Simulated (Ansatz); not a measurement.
## Run report: SiNH$_{6}$, molecular dynamics (part 1 of 4)

SiNH$_{6}$, multiplicity 2, computed with UKS PBE-D4/def2-SVP (Ansatz 0.2.0).

It belongs to a series of runs on one base structure; here: dynamics from the start. Figures and captions count atoms from 1; the log counts them from 0 in places.

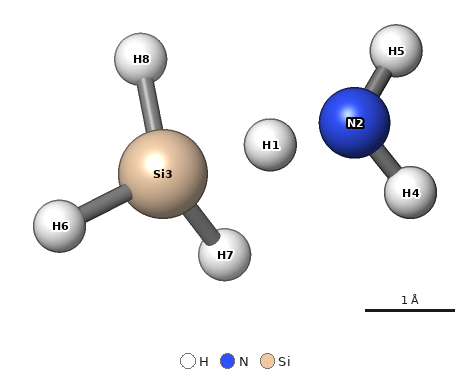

The input geometry (ball-and-stick view, seen at a tilt; atoms are numbered from 1 in the order of the input).

Results in brief:

| quantity | value |
| --- | --- |
| outcome | finished |
| mean temperature over the second half | 570 K |
| trajectory | 150 steps, 75 fs |
| ensemble | nve |
| temperature in the input | 100.0 K |
| time step | 0.5 fs |
| potential energy (last step) | −9453.3224 eV |
| mean-field energy (last step) | −9453.2345 eV |
| ⟨S²⟩ (last step) | 0.752 |
| largest force (length of the vector) (last step) | 2.667 eV/Å |
| hardware | 1 thread of Intel Xeon (Sapphire Rapids), 10 GiB of memory available, shared host |
| wall time | 3.8 min |
| peak memory | 0.13 GiB |

Notes:

So short a trajectory is not equilibrated.

Input file:
```yaml
crystal:
  periodic: [false, false, false]
  atoms:
    - { symbol: H, position_ang: [-0.4353, -0.1794, -0.3269] }
    - { symbol: "N", position_ang: [-0.9963, -0.6603, -1.4428] }
    - { symbol: Si, position_ang: [0.4986, 0.4705, 1.1606] }
    - { symbol: H, position_ang: [-0.7414, 0.038, -2.1357] }
    - { symbol: H, position_ang: [-0.4317, -1.4831, -1.6365] }
    - { symbol: H, position_ang: [-0.4923, 1.1449, 1.9802] }
    - { symbol: H, position_ang: [1.5057, 1.3682, 0.6086] }
    - { symbol: H, position_ang: [1.0926, -0.6988, 1.7925] }
magnetization:
  spin_polarized: true
  initial_magnetization: 1
basis:
  gaussian: { orbitals: def2-SVP }
hamiltonian:
  xc: pbe
  dispersion: d4
md:
  timestep: 0.5
  n_steps: 150
  ensemble: nve
  temperature: 100.0
  initial_velocities: maxwell_boltzmann
  seed: 841548
```

Run as:
```bash
ansatz run input.yaml --threads 1 --pin off --max-ram 2048MiB --backend cpu --events-out ev --progress --plain --runs-dir out
```

The program's output:
```
Engine: ansatz 0.2.0, x86_64-unknown-linux-gnu
Functional definition: PBE
  parameter kappa = 0.804
  parameter beta = 0.06672455060314922
  exchange = pbe_x(kappa = kappa, mu = beta*pi^2/3)
  correlation = pbe_c(beta = beta)
716 factors; their error is unknown
mean field evaluation 1: about -9445.2943 eV, gradient 4.1e1 eV
mean field evaluation 2: about -9377.8248 eV, gradient 9.3e1 eV
mean field evaluation 4: about -9452.4077 eV, gradient 6.8e0 eV
mean field evaluation 8: about -9452.7815 eV, gradient 1.7e-1 eV
mean field evaluation 16: about -9452.7315 eV, gradient 1.4e-4 eV
mean field -9452.73145697 eV, -347.3814737522 hartree, gradient 2.5e-5 eV, S^2 0.754254; 0 other end points of the search recorded, 0 dependent functions left out
the calculation of the forces begins
reference -9452.73149015 eV, -347.3814749714 hartree; 14, 13 occupied and 48, 49 virtual orbitals, 716 factors
md step     0: t =     0.00 fs  T =   100.0 K  F+E_penalty+E_count = -9452.81849932 eV  E_kin = 0.077556 eV  conserved = -9452.74094333 eV  (28 SCF iters)
these checks for a lower state are left out or cut short: starts, cluster_reference, orbital_swaps, neighbouring_geometries, increment
716 factors; their error is unknown
mean field -9452.71981100 eV, -347.3810457707 hartree, gradient 1.0e-5 eV, S^2 0.754258; 0 other end points of the search recorded, 0 dependent functions left out
the calculation of the forces begins
reference -9452.71984419 eV, -347.3810469905 hartree; 14, 13 occupied and 48, 49 virtual orbitals, 716 factors
md step     1: t =     0.50 fs  T =    85.1 K  F+E_penalty+E_count = -9452.80681540 eV  E_kin = 0.066026 eV  conserved = -9452.74078937 eV  (31 SCF iters)
[... from here on the SCF iterations and repeated set-up lines of each step are left out, up to the last step ...]
md step     2: t =     1.00 fs  T =    94.1 K  F+E_penalty+E_count = -9452.81379283 eV  E_kin = 0.073013 eV  conserved = -9452.74077993 eV  (32 SCF iters)
md step     3: t =     1.50 fs  T =   127.2 K  F+E_penalty+E_count = -9452.83957387 eV  E_kin = 0.098664 eV  conserved = -9452.74090984 eV  (31 SCF iters)
md step     4: t =     2.00 fs  T =   181.9 K  F+E_penalty+E_count = -9452.88214903 eV  E_kin = 0.141043 eV  conserved = -9452.74110633 eV  (31 SCF iters)
md step     5: t =     2.50 fs  T =   254.2 K  F+E_penalty+E_count = -9452.93846674 eV  E_kin = 0.197184 eV  conserved = -9452.74128233 eV  (31 SCF iters)
md step     6: t =     3.00 fs  T =   340.9 K  F+E_penalty+E_count = -9453.00578798 eV  E_kin = 0.264380 eV  conserved = -9452.74140788 eV  (31 SCF iters)
md step     7: t =     3.50 fs  T =   439.2 K  F+E_penalty+E_count = -9453.08223122 eV  E_kin = 0.340662 eV  conserved = -9452.74156918 eV  (32 SCF iters)
md step     8: t =     4.00 fs  T =   546.2 K  F+E_penalty+E_count = -9453.16564140 eV  E_kin = 0.423644 eV  conserved = -9452.74199747 eV  (29 SCF iters, 3 dispersion substeps)
md step     9: t =     4.50 fs  T =   654.2 K  F+E_penalty+E_count = -9453.25041840 eV  E_kin = 0.507376 eV  conserved = -9452.74304266 eV  (29 SCF iters, 3 dispersion substeps)
md step    10: t =     5.00 fs  T =   744.9 K  F+E_penalty+E_count = -9453.32275650 eV  E_kin = 0.577722 eV  conserved = -9452.74503416 eV  (29 SCF iters, 3 dispersion substeps)
md step    11: t =     5.50 fs  T =   785.1 K  F+E_penalty+E_count = -9453.35678646 eV  E_kin = 0.608930 eV  conserved = -9452.74785683 eV  (29 SCF iters, 3 dispersion substeps)
md step    12: t =     6.00 fs  T =   732.4 K  F+E_penalty+E_count = -9453.31820621 eV  E_kin = 0.568051 eV  conserved = -9452.75015570 eV  (30 SCF iters, 3 dispersion substeps)
md step    13: t =     6.50 fs  T =   563.8 K  F+E_penalty+E_count = -9453.18622441 eV  E_kin = 0.437254 eV  conserved = -9452.74896996 eV  (29 SCF iters, 3 dispersion substeps)
md step    14: t =     7.00 fs  T =   325.9 K  F+E_penalty+E_count = -9452.99512399 eV  E_kin = 0.252790 eV  conserved = -9452.74233393 eV  (29 SCF iters, 3 dispersion substeps)
md step    15: t =     7.50 fs  T =   152.7 K  F+E_penalty+E_count = -9452.85344141 eV  E_kin = 0.118462 eV  conserved = -9452.73497939 eV  (30 SCF iters, 3 dispersion substeps)
md step    16: t =     8.00 fs  T =   172.5 K  F+E_penalty+E_count = -9452.86947996 eV  E_kin = 0.133749 eV  conserved = -9452.73573058 eV  (29 SCF iters, 3 dispersion substeps)
md step    17: t =     8.50 fs  T =   372.1 K  F+E_penalty+E_count = -9453.03230924 eV  E_kin = 0.288552 eV  conserved = -9452.74375772 eV  (29 SCF iters, 3 dispersion substeps)
md step    18: t =     9.00 fs  T =   610.0 K  F+E_penalty+E_count = -9453.22299158 eV  E_kin = 0.473112 eV  conserved = -9452.74987913 eV  (29 SCF iters, 3 dispersion substeps)
md step    19: t =     9.50 fs  T =   760.1 K  F+E_penalty+E_count = -9453.33978154 eV  E_kin = 0.589542 eV  conserved = -9452.75023978 eV  (30 SCF iters, 3 dispersion substeps)
md step    20: t =    10.00 fs  T =   791.4 K  F+E_penalty+E_count = -9453.36113298 eV  E_kin = 0.613776 eV  conserved = -9452.74735699 eV  (30 SCF iters, 3 dispersion substeps)
md step    21: t =    10.50 fs  T =   739.1 K  F+E_penalty+E_count = -9453.31755487 eV  E_kin = 0.573247 eV  conserved = -9452.74430765 eV  (31 SCF iters, 3 dispersion substeps)
md step    22: t =    11.00 fs  T =   651.2 K  F+E_penalty+E_count = -9453.24749690 eV  E_kin = 0.505076 eV  conserved = -9452.74242087 eV  (30 SCF iters, 3 dispersion substeps)
md step    23: t =    11.50 fs  T =   559.5 K  F+E_penalty+E_count = -9453.17559998 eV  E_kin = 0.433890 eV  conserved = -9452.74170959 eV  (30 SCF iters, 3 dispersion substeps)
md step    24: t =    12.00 fs  T =   475.8 K  F+E_penalty+E_count = -9453.11067591 eV  E_kin = 0.368995 eV  conserved = -9452.74168080 eV  (30 SCF iters, 3 dispersion substeps)
md step    25: t =    12.50 fs  T =   400.0 K  F+E_penalty+E_count = -9453.05206995 eV  E_kin = 0.310226 eV  conserved = -9452.74184427 eV  (30 SCF iters, 3 dispersion substeps)
md step    26: t =    13.00 fs  T =   328.4 K  F+E_penalty+E_count = -9452.99662792 eV  E_kin = 0.254720 eV  conserved = -9452.74190746 eV  (31 SCF iters, 3 dispersion substeps)
md step    27: t =    13.50 fs  T =   259.4 K  F+E_penalty+E_count = -9452.94299246 eV  E_kin = 0.201208 eV  conserved = -9452.74178453 eV  (30 SCF iters, 3 dispersion substeps)
md step    28: t =    14.00 fs  T =   195.2 K  F+E_penalty+E_count = -9452.89289005 eV  E_kin = 0.151372 eV  conserved = -9452.74151853 eV  (31 SCF iters, 3 dispersion substeps)
md step    29: t =    14.50 fs  T =   140.9 K  F+E_penalty+E_count = -9452.85044325 eV  E_kin = 0.109244 eV  conserved = -9452.74119901 eV  (30 SCF iters, 3 dispersion substeps)
md step    30: t =    15.00 fs  T =   102.9 K  F+E_penalty+E_count = -9452.82071124 eV  E_kin = 0.079798 eV  conserved = -9452.74091344 eV  (31 SCF iters, 3 dispersion substeps)
md step    31: t =    15.50 fs  T =    87.1 K  F+E_penalty+E_count = -9452.80825097 eV  E_kin = 0.067525 eV  conserved = -9452.74072558 eV  (31 SCF iters, 3 dispersion substeps)
md step    32: t =    16.00 fs  T =    97.2 K  F+E_penalty+E_count = -9452.81605634 eV  E_kin = 0.075385 eV  conserved = -9452.74067116 eV  (32 SCF iters, 3 dispersion substeps)
md step    33: t =    16.50 fs  T =   134.4 K  F+E_penalty+E_count = -9452.84497228 eV  E_kin = 0.104215 eV  conserved = -9452.74075702 eV  (32 SCF iters, 3 dispersion substeps)
md step    34: t =    17.00 fs  T =   196.8 K  F+E_penalty+E_count = -9452.89360729 eV  E_kin = 0.152646 eV  conserved = -9452.74096104 eV  (31 SCF iters, 3 dispersion substeps)
md step    35: t =    17.50 fs  T =   280.5 K  F+E_penalty+E_count = -9452.95874774 eV  E_kin = 0.217511 eV  conserved = -9452.74123715 eV  (31 SCF iters, 3 dispersion substeps)
md step    36: t =    18.00 fs  T =   379.9 K  F+E_penalty+E_count = -9453.03618253 eV  E_kin = 0.294646 eV  conserved = -9452.74153610 eV  (31 SCF iters, 3 dispersion substeps)
md step    37: t =    18.50 fs  T =   489.6 K  F+E_penalty+E_count = -9453.12158428 eV  E_kin = 0.379727 eV  conserved = -9452.74185712 eV  (29 SCF iters, 3 dispersion substeps)
md step    38: t =    19.00 fs  T =   603.9 K  F+E_penalty+E_count = -9453.21066171 eV  E_kin = 0.468337 eV  conserved = -9452.74232485 eV  (29 SCF iters, 3 dispersion substeps)
md step    39: t =    19.50 fs  T =   714.6 K  F+E_penalty+E_count = -9453.29746047 eV  E_kin = 0.554209 eV  conserved = -9452.74325117 eV  (29 SCF iters, 3 dispersion substeps)
md step    40: t =    20.00 fs  T =   805.9 K  F+E_penalty+E_count = -9453.37009688 eV  E_kin = 0.625051 eV  conserved = -9452.74504637 eV  (30 SCF iters, 3 dispersion substeps)
md step    41: t =    20.50 fs  T =   848.2 K  F+E_penalty+E_count = -9453.40559995 eV  E_kin = 0.657826 eV  conserved = -9452.74777441 eV  (29 SCF iters, 3 dispersion substeps)
md step    42: t =    21.00 fs  T =   800.2 K  F+E_penalty+E_count = -9453.37083577 eV  E_kin = 0.620582 eV  conserved = -9452.75025380 eV  (29 SCF iters, 3 dispersion substeps)
md step    43: t =    21.50 fs  T =   635.2 K  F+E_penalty+E_count = -9453.24210210 eV  E_kin = 0.492621 eV  conserved = -9452.74948122 eV  (29 SCF iters, 3 dispersion substeps)
md step    44: t =    22.00 fs  T =   393.0 K  F+E_penalty+E_count = -9453.04780829 eV  E_kin = 0.304770 eV  conserved = -9452.74303860 eV  (30 SCF iters, 3 dispersion substeps)
md step    45: t =    22.50 fs  T =   205.3 K  F+E_penalty+E_count = -9452.89436413 eV  E_kin = 0.159184 eV  conserved = -9452.73517996 eV  (30 SCF iters, 3 dispersion substeps)
md step    46: t =    23.00 fs  T =   209.3 K  F+E_penalty+E_count = -9452.89753492 eV  E_kin = 0.162290 eV  conserved = -9452.73524474 eV  (29 SCF iters, 3 dispersion substeps)
md step    47: t =    23.50 fs  T =   403.3 K  F+E_penalty+E_count = -9453.05610022 eV  E_kin = 0.312808 eV  conserved = -9452.74329205 eV  (28 SCF iters, 3 dispersion substeps)
md step    48: t =    24.00 fs  T =   646.5 K  F+E_penalty+E_count = -9453.25129818 eV  E_kin = 0.501365 eV  conserved = -9452.74993310 eV  (29 SCF iters, 3 dispersion substeps)
md step    49: t =    24.50 fs  T =   803.5 K  F+E_penalty+E_count = -9453.37392311 eV  E_kin = 0.623185 eV  conserved = -9452.75073817 eV  (30 SCF iters, 3 dispersion substeps)
md step    50: t =    25.00 fs  T =   834.6 K  F+E_penalty+E_count = -9453.39535596 eV  E_kin = 0.647302 eV  conserved = -9452.74805389 eV  (30 SCF iters, 3 dispersion substeps)
md step    51: t =    25.50 fs  T =   770.8 K  F+E_penalty+E_count = -9453.34278591 eV  E_kin = 0.597829 eV  conserved = -9452.74495661 eV  (30 SCF iters, 3 dispersion substeps)
md step    52: t =    26.00 fs  T =   661.1 K  F+E_penalty+E_count = -9453.25548692 eV  E_kin = 0.512692 eV  conserved = -9452.74279449 eV  (30 SCF iters, 3 dispersion substeps)
md step    53: t =    26.50 fs  T =   542.8 K  F+E_penalty+E_count = -9453.16263810 eV  E_kin = 0.420956 eV  conserved = -9452.74168187 eV  (30 SCF iters, 3 dispersion substeps)
md step    54: t =    27.00 fs  T =   436.2 K  F+E_penalty+E_count = -9453.07959192 eV  E_kin = 0.338291 eV  conserved = -9452.74130045 eV  (30 SCF iters, 3 dispersion substeps)
md step    55: t =    27.50 fs  T =   348.4 K  F+E_penalty+E_count = -9453.01152935 eV  E_kin = 0.270231 eV  conserved = -9452.74129847 eV  (30 SCF iters, 3 dispersion substeps)
md step    56: t =    28.00 fs  T =   279.6 K  F+E_penalty+E_count = -9452.95828045 eV  E_kin = 0.216880 eV  conserved = -9452.74140055 eV  (31 SCF iters, 3 dispersion substeps)
md step    57: t =    28.50 fs  T =   228.0 K  F+E_penalty+E_count = -9452.91828604 eV  E_kin = 0.176861 eV  conserved = -9452.74142466 eV  (29 SCF iters, 3 dispersion substeps)
md step    58: t =    29.00 fs  T =   193.4 K  F+E_penalty+E_count = -9452.89130056 eV  E_kin = 0.150024 eV  conserved = -9452.74127629 eV  (31 SCF iters, 3 dispersion substeps)
md step    59: t =    29.50 fs  T =   179.0 K  F+E_penalty+E_count = -9452.87978292 eV  E_kin = 0.138827 eV  conserved = -9452.74095551 eV  (31 SCF iters, 3 dispersion substeps)
md step    60: t =    30.00 fs  T =   191.2 K  F+E_penalty+E_count = -9452.88886168 eV  E_kin = 0.148306 eV  conserved = -9452.74055589 eV  (31 SCF iters, 3 dispersion substeps)
md step    61: t =    30.50 fs  T =   238.1 K  F+E_penalty+E_count = -9452.92488952 eV  E_kin = 0.184649 eV  conserved = -9452.74024083 eV  (31 SCF iters, 3 dispersion substeps)
md step    62: t =    31.00 fs  T =   325.9 K  F+E_penalty+E_count = -9452.99292768 eV  E_kin = 0.252717 eV  conserved = -9452.74021095 eV  (31 SCF iters, 3 dispersion substeps)
md step    63: t =    31.50 fs  T =   455.2 K  F+E_penalty+E_count = -9453.09370304 eV  E_kin = 0.353012 eV  conserved = -9452.74069068 eV  (30 SCF iters, 3 dispersion substeps)
md step    64: t =    32.00 fs  T =   616.8 K  F+E_penalty+E_count = -9453.22033918 eV  E_kin = 0.478381 eV  conserved = -9452.74195788 eV  (30 SCF iters, 3 dispersion substeps)
md step    65: t =    32.50 fs  T =   786.9 K  F+E_penalty+E_count = -9453.35461073 eV  E_kin = 0.610260 eV  conserved = -9452.74435100 eV  (28 SCF iters, 3 dispersion substeps)
md step    66: t =    33.00 fs  T =   921.8 K  F+E_penalty+E_count = -9453.46294264 eV  E_kin = 0.714899 eV  conserved = -9452.74804323 eV  (29 SCF iters, 3 dispersion substeps)
md step    67: t =    33.50 fs  T =   959.2 K  F+E_penalty+E_count = -9453.49615054 eV  E_kin = 0.743933 eV  conserved = -9452.75221735 eV  (28 SCF iters, 3 dispersion substeps)
md step    68: t =    34.00 fs  T =   840.2 K  F+E_penalty+E_count = -9453.40532517 eV  E_kin = 0.651601 eV  conserved = -9452.75372374 eV  (29 SCF iters, 3 dispersion substeps)
md step    69: t =    34.50 fs  T =   570.4 K  F+E_penalty+E_count = -9453.19022019 eV  E_kin = 0.442414 eV  conserved = -9452.74780616 eV  (29 SCF iters, 3 dispersion substeps)
md step    70: t =    35.00 fs  T =   288.4 K  F+E_penalty+E_count = -9452.95951854 eV  E_kin = 0.223640 eV  conserved = -9452.73587894 eV  (29 SCF iters, 3 dispersion substeps)
md step    71: t =    35.50 fs  T =   208.5 K  F+E_penalty+E_count = -9452.89301898 eV  E_kin = 0.161714 eV  conserved = -9452.73130537 eV  (30 SCF iters, 3 dispersion substeps)
md step    72: t =    36.00 fs  T =   405.7 K  F+E_penalty+E_count = -9453.05537165 eV  E_kin = 0.314662 eV  conserved = -9452.74070965 eV  (28 SCF iters, 3 dispersion substeps)
md step    73: t =    36.50 fs  T =   721.2 K  F+E_penalty+E_count = -9453.31095833 eV  E_kin = 0.559330 eV  conserved = -9452.75162823 eV  (29 SCF iters, 3 dispersion substeps)
md step    74: t =    37.00 fs  T =   945.1 K  F+E_penalty+E_count = -9453.48746316 eV  E_kin = 0.733020 eV  conserved = -9452.75444275 eV  (29 SCF iters, 3 dispersion substeps)
md step    75: t =    37.50 fs  T =   991.1 K  F+E_penalty+E_count = -9453.52004413 eV  E_kin = 0.768684 eV  conserved = -9452.75136045 eV  (29 SCF iters, 3 dispersion substeps)
md step    76: t =    38.00 fs  T =   888.7 K  F+E_penalty+E_count = -9453.43626396 eV  E_kin = 0.689268 eV  conserved = -9452.74699588 eV  (29 SCF iters, 3 dispersion substeps)
md step    77: t =    38.50 fs  T =   707.5 K  F+E_penalty+E_count = -9453.29219901 eV  E_kin = 0.548675 eV  conserved = -9452.74352378 eV  (30 SCF iters, 3 dispersion substeps)
md step    78: t =    39.00 fs  T =   509.8 K  F+E_penalty+E_count = -9453.13666372 eV  E_kin = 0.395357 eV  conserved = -9452.74130694 eV  (29 SCF iters, 3 dispersion substeps)
md step    79: t =    39.50 fs  T =   338.1 K  F+E_penalty+E_count = -9453.00232742 eV  E_kin = 0.262201 eV  conserved = -9452.74012652 eV  (31 SCF iters, 3 dispersion substeps)
md step    80: t =    40.00 fs  T =   215.9 K  F+E_penalty+E_count = -9452.90713952 eV  E_kin = 0.167443 eV  conserved = -9452.73969603 eV  (31 SCF iters, 3 dispersion substeps)
md step    81: t =    40.50 fs  T =   152.3 K  F+E_penalty+E_count = -9452.85784291 eV  E_kin = 0.118095 eV  conserved = -9452.73974776 eV  (30 SCF iters, 3 dispersion substeps)
md step    82: t =    41.00 fs  T =   146.6 K  F+E_penalty+E_count = -9452.85374375 eV  E_kin = 0.113710 eV  conserved = -9452.74003398 eV  (30 SCF iters, 3 dispersion substeps)
md step    83: t =    41.50 fs  T =   193.5 K  F+E_penalty+E_count = -9452.89043021 eV  E_kin = 0.150059 eV  conserved = -9452.74037081 eV  (32 SCF iters, 3 dispersion substeps)
md step    84: t =    42.00 fs  T =   286.1 K  F+E_penalty+E_count = -9452.96260694 eV  E_kin = 0.221904 eV  conserved = -9452.74070311 eV  (31 SCF iters, 3 dispersion substeps)
md step    85: t =    42.50 fs  T =   417.5 K  F+E_penalty+E_count = -9453.06496339 eV  E_kin = 0.323813 eV  conserved = -9452.74115074 eV  (31 SCF iters, 3 dispersion substeps)
```
